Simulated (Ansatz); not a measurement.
# Calculations on BiN

### Relaxation

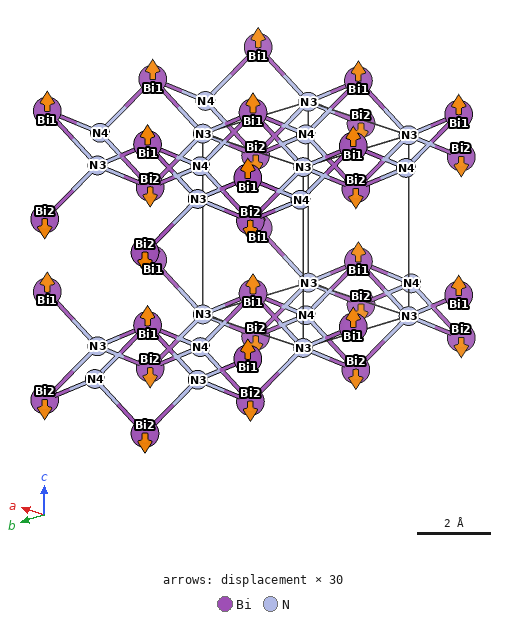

This is a relaxation of a crystal of BiN (built on the PbO type). The starting structure is drawn; orange arrows show the displacements (the part carried along by the change of the cell is left out), 30 times their true length.

Style: ball-and-stick. Shown: the cell of the calculation, repeated 1 × 2 × 1 with one cell outlined, from a free direction.

Case: volume × 0.980.

The calculation used Ansatz 0.2.0, DFT PBE, scalar-relativistic, plane waves, PAW. (plane-wave cutoff 420 eV; k-point mesh 8 × 8 × 6; occupations gaussian; smearing width 0.05 eV; no spin polarisation; cell relaxed at fixed volume; force threshold 0.01 eV/Å; at most 40 steps)

Q: Atoms of which element are displaced furthest, and by how much?

A: Bismuth: up to 0.020 Å, against 0.000 Å for nitrogen.

Q: Describe the change and its energy.

A: The largest moves relative to the cell, 0.020 Å, are those of Bi1 and Bi2. Bi2 goes along −c. N stays in place. The drawn cell changes at constant volume: a = b 4.025 → 4.049 Å (+0.6 %), c 5.276 → 5.215 Å (−1.2 %). Some distances before and after: Bi1–N3 2.294 → 2.308 Å. The space group stays P4/nmm (No. 129). The energy falls by 2.0 meV per atom in 3 accepted moves (4 points after the start). Largest force component: 0.27 eV/Å at the start, 0.00038 eV/Å at the end. The pressure goes from 1.74 to 0.29 GPa. The SCF was repeated once at an unchanged geometry on a basis and grid sized afresh for the cell, which shifted the energy by less than 0.05 meV per atom at most.

Limits of the set-up: layers or molecules are held without a dispersion correction, so their spacing is unreliable.

### Relaxation

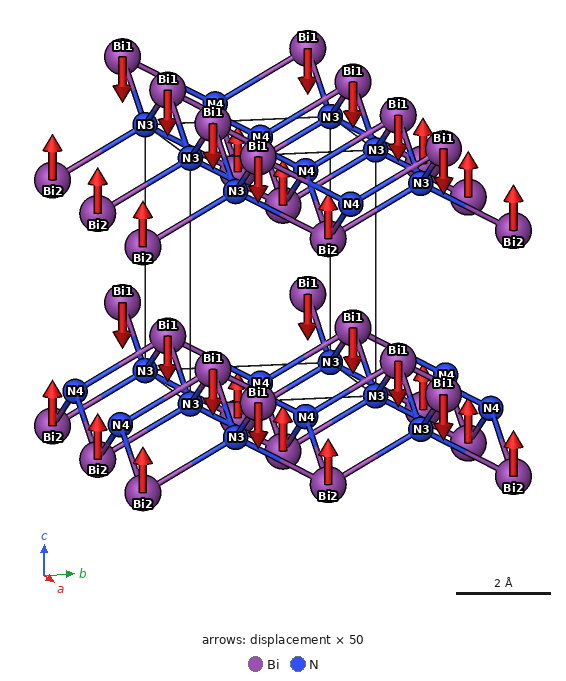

This is a relaxation of a crystal of BiN (built on the PbO type). The starting structure is drawn; red arrows show the displacements (the part carried along by the change of the cell is left out), magnified 50 times.

A ball-and-stick model of the cell of the calculation, repeated 2 × 1 × 1 with one cell outlined, seen slightly off an axis.

Case: volume × 1.020.

These are results of DFT PBE, scalar-relativistic, plane waves, PAW (Ansatz 0.2.0), not measurements.

Input file:
```yaml
crystal:
  lattice:
    - [4.0791423754, 0.0, 0.0]
    - [0.0, 4.0791423754, 0.0]
    - [0.0, 0.0, 5.34706848]
  atoms:
    - { symbol: Bi, position: [0.5, 0.0, 0.2086526736] }
    - { symbol: Bi, position: [0.0, 0.5, 0.7913473264] }
    - { symbol: "N", position: [0.0, 0.0, 0.0] }
    - { symbol: "N", position: [0.5, 0.5, 0.0] }
basis:
  ecutwfc: 420
  ecutrho_ratio: 4
kpoints:
  mp_grid: { grid: [8, 8, 6] }
hamiltonian:
  xc: pbe
scf:
  occupations: { method: gaussian, width: 0.05 }
output:
  forces: true
  stress: true
  eigenvalues: true
relax:
  f_tol: 0.01
  max_steps: 40
  cell: { stress_tol: 0.1, fix: [volume] }
```

Run as
```bash
ansatz run input.yaml --threads 2 --pin off --max-ram 2662MiB --backend cpu --events-out ev --progress --plain --runs-dir out
```

Question: Atoms of which element are displaced furthest, and by how much?

Answer: Bismuth: up to 0.020 Å, against 0.000 Å for nitrogen.

Question: Describe the change and its energy.

Answer: The largest moves relative to the cell, 0.020 Å, are those of Bi1 and Bi2. Bi2 goes along +c. N stays in place. The drawn cell changes at constant volume: a = b 4.079 → 4.056 Å (−0.6 %), c 5.347 → 5.410 Å (+1.2 %). Among the contacts that change: Bi1–N3 2.325 → 2.311 Å. The space group stays P4/nmm (No. 129). The energy falls by 1.9 meV per atom in 3 accepted moves (5 points after the start). The largest force component goes from 0.25 to 0.001 eV/Å. The pressure goes from −1.55 to −0.22 GPa. The line search rejected the trial step at point 1 of the run. The SCF was repeated once at an unchanged geometry on a basis and grid sized afresh for the cell, which shifted the energy by 0.1 meV per atom at most.

Limits of the set-up: layers or molecules are held without a dispersion correction, so their spacing is unreliable.

### A change

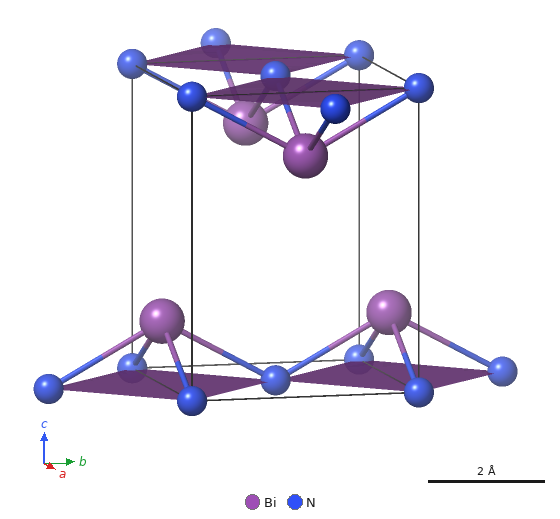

Reference structure: solid BiN (built on the PbO type). A polyhedral model of the cell of the calculation, seen slightly off an axis.

Level of theory: DFT PBE, scalar-relativistic, plane waves, PAW (Ansatz). Settings: plane-wave cutoff 420 eV; k-point mesh 8 × 8 × 6; occupations gaussian; smearing width 0.05 eV; no spin polarisation.

Now this is done to it. The cell is strained by +0.5 % along [0 1 −1], −1.0 % roughly along [3 1 0], −1.4 % along [1 −3 −2] (volume −2.0 %) and atoms are displaced by up to 0.27 Å (root mean square over those that move 0.22 Å) relative to the cell: Bi1 0.22 Å roughly along [3 −2 1], N3 0.27 Å along [−1 −1 0]. No relaxation follows.

The input:
```yaml
crystal:
  lattice:
    - [4.0091788845, 0.0040930716, 0.0013431219]
    - [0.0040930716, 4.0291723429, -0.0377342494]
    - [0.0017606065, -0.0494632443, 5.2925060356]
  atoms:
    - { symbol: Bi, position: [0.5453631274, -0.0303935461, 0.2177267649] }
    - { symbol: Bi, position: [0.0181345406, 0.5237048185, 0.7966776497] }
    - { symbol: "N", position: [-0.0502142308, -0.0449787179, 0.0034544822] }
    - { symbol: "N", position: [0.4867165628, 0.5516674456, -0.0178588968] }
basis:
  ecutwfc: 420
  ecutrho_ratio: 4
kpoints:
  mp_grid: { grid: [8, 8, 6] }
hamiltonian:
  xc: pbe
scf:
  occupations: { method: gaussian, width: 0.05 }
output:
  forces: true
  stress: true
  eigenvalues: true
```

Run as
```bash
ansatz run input.yaml --threads 2 --pin off --max-ram 2662MiB --backend cpu --events-out ev --progress --plain --runs-dir out
```

Question: What is the effect?

Answer: Energy change: +344 meV per atom. Pressure: 0.0 GPa before, 11.4 GPa after. The principal stresses (compression positive) are 19.3 GPa along [2 −1 −1], 15.6 GPa along [3 3 1], −0.7 GPa along [1 −2 2]. The largest force is 4.7 eV/Å, on N3, roughly along [1 1 0]. The forces mostly point back along the displacements (cosine −0.89). Among the bonded contacts that change: Bi–N 2.309 → 1.978 to 2.687 Å. The space group (tolerance 0.01 Å) goes from P4/nmm (No. 129) to P1 (No. 1).

The changed structure in the same view:

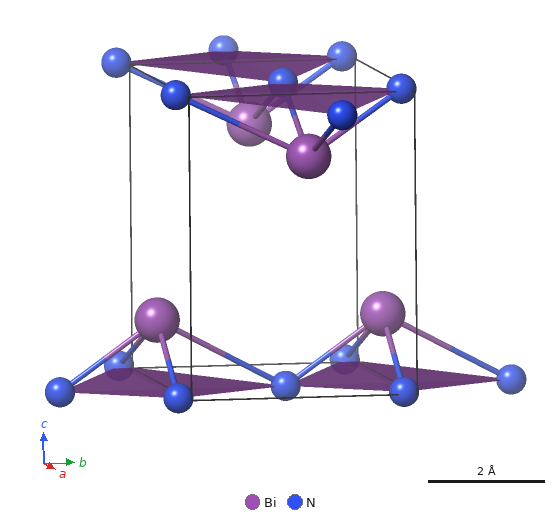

Limits of the set-up: layers or molecules are held without a dispersion correction, so their spacing is unreliable.

### Distortion

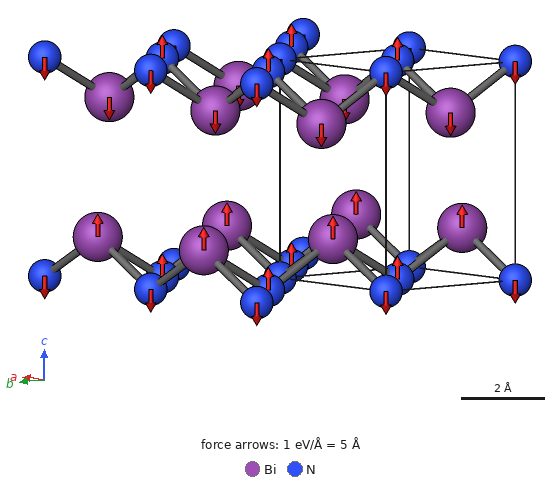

A changed version of solid BiN (built on the PbO type), with the computed forces as red arrows. Besides, the cell is strained by −1.0 % along a and none across it (volume −1.0 %). Style: ball-and-stick. Shown: the cell of the calculation, repeated 2 × 2 × 1 with one cell outlined, from a free direction.

Computed with DFT PBE, scalar-relativistic, plane waves, PAW (Ansatz). Set-up: plane-wave cutoff 420 eV; k-point mesh 8 × 8 × 6; occupations gaussian; smearing width 0.05 eV; no spin polarisation.

### Describe the distortion and the response.

The atoms keep their fractional coordinates. No relaxation follows. Among the bonded contacts that change: Bi–N 2.309 → 2.292 to 2.309 Å. The space group (tolerance 0.01 Å) goes from P4/nmm (No. 129) to Pmmn (No. 59). Energy change: +1.1 meV per atom. Pressure: 0.0 GPa before, 1.0 GPa after. The principal stresses (compression positive) are 1.6 GPa along a, 0.8 GPa along b, 0.5 GPa along c. The largest forces, 0.12 eV/Å, act on Bi and N.

Limits of the set-up: layers or molecules are held without a dispersion correction, so their spacing is unreliable.
